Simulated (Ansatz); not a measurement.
**C2H3Al (ethynylalumane): HF/def2-TZVP**

What is the electronic atomisation energy of C2H3Al (ethynylalumane) at HF/def2-TZVP? 

The calculation is run with Ansatz 0.2.0.

30 further runs of the same task are left out: 30 set aside as unsound or not needed. Runs told in other sessions of the task aren't counted.

### 1 Starting point

C2H3Al: 6 atoms, total charge 0, spin state singlet. SMILES: `C#[C][AlH2]`. The coordinates come from a PBE0-D4/def2-TZVP relaxation.

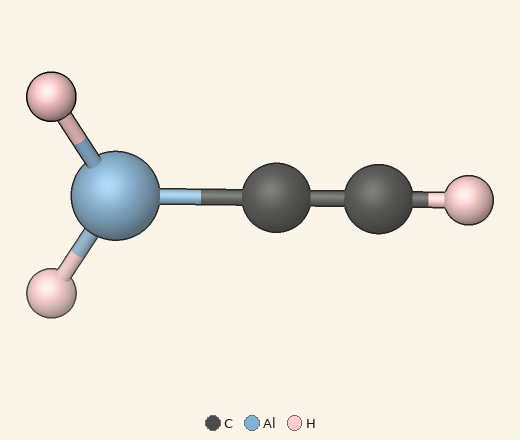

The structure, seen from a chosen angle (carbon dark grey, aluminium light blue, hydrogen pink).

### 2 A single-point energy at HF/def2-TZVP

Input file job.yaml:

```yaml
crystal:
  periodic: [false, false, false]
  atoms:
    - {symbol: C, position_ang: [-0.792800, -1.637600, -0.298100]}
    - {symbol: C, position_ang: [-0.266100, -0.564200, -0.106200]}
    - {symbol: Al, position_ang: [0.564800, 1.124200, 0.195000]}
    - {symbol: H, position_ang: [-1.257000, -2.583100, -0.467400]}
    - {symbol: H, position_ang: [1.356700, 1.804700, -0.990500]}
    - {symbol: H, position_ang: [0.436600, 1.792000, 1.621000]}
basis:
  gaussian: {orbitals: def2-TZVP}
hamiltonian: {xc: hf}
accuracy: high
output: {orbitals: {seedname: orbitals}}
```

Started as:

```
$ ansatz run job.yaml --threads 1 --pin off --max-ram 2610MiB --events-out events.jsonl --progress --plain --runs-dir runs
```

Output:

```text
Warning: RAYON_NUM_THREADS=1 ignored (pool sized by the plan → 1); use --threads N
Functional definition: HF
  name "HF"
  exchange = exact_x
  correlation = 0
1904 factors; integrals over basis functions are off by at most 5.6e-9 eV
mean field evaluation 1: about -8688.3561 eV, gradient 2.7e1 eV
mean field evaluation 2: about -8688.3642 eV, gradient 2.7e1 eV
mean field evaluation 4: about -8690.5484 eV, gradient 2.6e0 eV
mean field evaluation 8: about -8690.5737 eV, gradient 1.9e-4 eV
mean field -8690.57373354 eV, -319.3726940250 hartree, gradient 5.3e-8 eV, S^2 0.000000; 0 other end points of the search recorded, 0 dependent functions left out
reference -8690.57373354 eV, -319.3726940250 hartree; 14, 14 occupied and 103, 103 virtual orbitals, 1904 factors
Total energy: -8690.57373354 eV, -319.3726940250 hartree
```

Run time: 1.2 s. Hardware: 1 thread of AMD EPYC 9R45 (Zen 5), shared host; peak memory 0.3 GiB.

### 3 The Al atom, same level

Input file input.yaml:

```yaml
basis:
  gaussian: {orbitals: def2-TZVP}
crystal:
  periodic: [false, false, false]
  atoms:
    - {symbol: Al, position_ang: [0.000000, 0.000000, 0.000000]}
magnetization: {spin_polarized: true, initial_magnetization: 1}
accuracy: high
hamiltonian: {xc: hf}
```

Run the same way, it converges to -241.87435 Eh (log not shown).

### 4 The C atom, same level

Input file job.yaml:

```yaml
crystal:
  periodic: [false, false, false]
  atoms:
    - {symbol: C, position_ang: [0.000000, 0.000000, 0.000000]}
basis:
  gaussian: {orbitals: def2-TZVP}
magnetization: {spin_polarized: true, initial_magnetization: 2}
hamiltonian: {xc: hf}
accuracy: high
```

Run the same way, it converges to -37.69248 Eh (log not shown).

### 5 The H atom, same level

Input file molecule.yaml:

```yaml
crystal:
  periodic: [false, false, false]
  atoms:
    - {symbol: H, position_ang: [0.000000, 0.000000, 0.000000]}
basis:
  gaussian:
    orbitals: def2-TZVP
magnetization:
  spin_polarized: true
  initial_magnetization: 1
hamiltonian:
  xc: hf
accuracy: high
```

Run the same way, it converges to -0.49981 Eh (log not shown).

### 6 Outcome

Level: HF/def2-TZVP.

| quantity | value |
| --- | --- |
| molecule: total energy | -319.37269 Eh |
| molecule: HOMO energy | -10.76 eV |
| molecule: LUMO energy | 0.92 eV |
| molecule: HOMO–LUMO gap | 11.68 eV |
| Al atom: total energy | -241.87435 Eh |
| Al atom: ⟨S²⟩ | 0.770 |
| C atom: total energy | -37.69248 Eh |
| C atom: ⟨S²⟩ | 2.010 |
| H atom: total energy | -0.49981 Eh |
| H atom: ⟨S²⟩ | 0.750 |
| electronic atomisation energy | 16.707 eV |

What this shows: Taking the molecule apart into free atoms costs 16.71 eV (1612 kJ/mol), before zero-point energy and without spin-orbit coupling. Hartree–Fock lacks the correlation of the bonding pairs, which as a rule makes this value much too low; in minimal bases other errors can mask that.
